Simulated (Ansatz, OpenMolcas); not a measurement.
# Exact exchange and the HOMO–LUMO gap of C2F3N (cyanotrifluoromethane)

The species is C2F3N (6 atoms), meant as a singlet with charge 0. SMILES: `N#CC(F)(F)F`. The shape is that of a PBE0-D4/def2-TZVP optimisation.

The HOMO–LUMO gap y, in eV, basis cc-pVDZ; a is the functional's share of exact exchange. Programs: Ansatz 0.2.0, OpenMolcas 26.06.

| functional | program | a | y (eV) |
| --- | --- | --- | --- |
| BLYP | Ansatz | 0 | 7.77 |
| TPSS | OpenMolcas | 0 | 8.02 |
| B3LYP | Ansatz | 0.2 | ? |
| PBE0 | Ansatz | 0.25 | 10.46 |
| r2SCAN0 | Ansatz | 0.25 | 10.81 |
| BHLYP | Ansatz | 0.5 | 13.05 |

Fit y = c + s·a to the known rows and predict B3LYP.


1. Means of the 5 rows: a = 0.2000, y = 10.022.
2. Σ(Δa)² = 0.175, Σ(Δa·Δy) = 1.8205, so the slope is 1.8205/0.175 = 10.403.
3. Intercept: 10.022 − (10.403) × 0.2000 = 7.941. The largest residual of the fit is 0.27.
4. B3LYP: 7.941 + (10.403) × 0.2 = 10.02 eV.

The run gave 9.90 eV, so the prediction is off by +0.12 eV, within the largest residual. Exact exchange lowers occupied levels and raises empty ones. The rows mix families of semi-local functionals, which the line can't see.

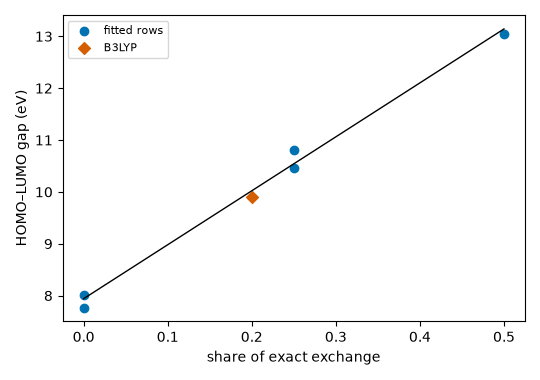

The fitted line, with the withheld row.
